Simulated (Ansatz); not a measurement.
Input file:

```
crystal:
  periodic: [false, false, false]
  atoms:
    - {symbol: Sn, position_ang: [-0.650368, 1.288812, -0.442509]}
    - {symbol: O, position_ang: [1.110891, -0.157292, 0.464434]}
    - {symbol: H, position_ang: [0.620309, -0.664871, 1.120303]}
    - {symbol: H, position_ang: [-1.619347, 0.353093, 0.730420]}
    - {symbol: H, position_ang: [-0.770828, -0.042512, -1.627065]}
    - {symbol: H, position_ang: [1.309343, -0.777229, -0.245482]}
basis:
  gaussian: {orbitals: def2-TZVPP}
hamiltonian: {xc: pbe0, dispersion: d4}
output: {orbitals: {seedname: orbitals}}
```

Run with:

```sh
ansatz run in.yaml --threads 2 --pin off --events-out ev --progress --plain --max-ram 4352MiB
```

The product side of a reaction path; geometry: PBE0-D4/def2-TZVP; core potentials replace the inner electrons of Sn.

These are results of RKS PBE0-D4/def2-TZVPP (Ansatz 0.2.0), not measurements.

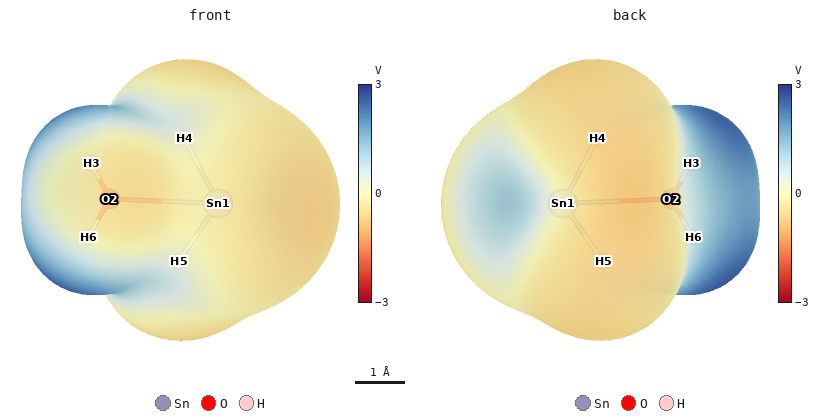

H₄OSn. The molecular electrostatic potential painted on the density surface at 0.001 e/bohr³, seen from the front and from behind; the colour scale runs from red (negative) to blue (positive).

Where is the surface potential most negative and most positive?

The most negative region (about −0.8 V) lies over H4 and H5, the most positive (about +2.6 V) over H3 and H6.
